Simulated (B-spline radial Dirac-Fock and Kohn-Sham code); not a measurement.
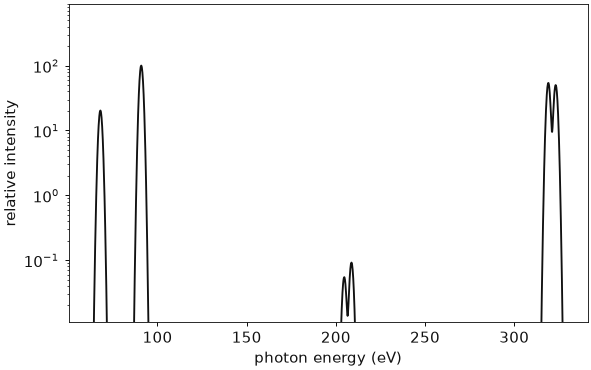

X-ray emission lines that fill an N1 (4s) hole, broadened by a Gaussian of 2.2 eV full width, on a logarithmic intensity axis. Multiplet splitting by the open shell is left out. It refers to neodymium in charge state +5 (Nd⁵⁺), configuration [Kr] 4d10 4f2 5s2 5p5. Level of theory: independent-particle rates on relativistic LDA orbitals of the hole state (multipoles to L = 3), energies from Dirac–Fock ΔSCF; calculated with a B-spline radial code. Widths ruled by Coster–Kronig decay come out up to twice the measured ones in this model.

Q: What are the natural width, lifetime and fluorescence yield of the N1 hole?

A: Width 1.48 eV, lifetime 0.446 fs, fluorescence yield 2.02 × 10⁻⁴.

Q: How far apart are N1-N3 and N1-O2, and what is their intensity ratio?

A: 228 eV apart, with N1-O2 at 0.54 of the intensity of N1-N3.

Q: Which line is the strongest, where is it and what share of the photons does it carry?

A: N1-N3 at 90.88 eV, 44.5 % of the radiative decays.
